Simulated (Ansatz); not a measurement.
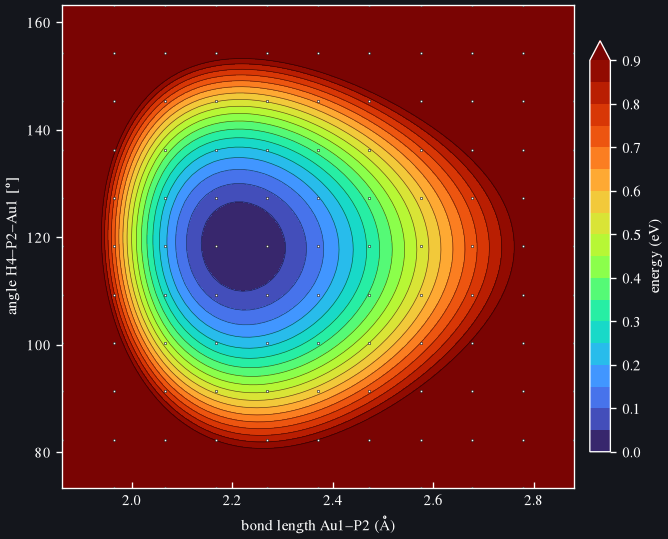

Au(PH3)Cl. First axis: bond length Au1–P2. Second axis: angle H4–P2–Au1. Nothing is relaxed (all other coordinates rigid). The grid has 11 × 11 points. Points are written as (first, second). Energies are in eV, from the relaxed molecule at the same level. These are results of Ansatz, RKS PBE0-D4/def2-TZVP, not measurements.

Drawn: filled contours, dots at the grid points, one colour for all values above the top of the scale. Between grid points the surface is interpolated.

> Estimate the position of the minimum and the force constants in these coordinates.

The interpolated minimum is at bond length Au1–P2 ≈ 2.216 Å, angle H4–P2–Au1 ≈ 118.3°. The curvatures there are about 15 eV/Å² and 4.7 eV/rad², with a cross term of about 0.4 eV/(Å·rad). Round the minimum the two coordinates are nearly uncoupled.
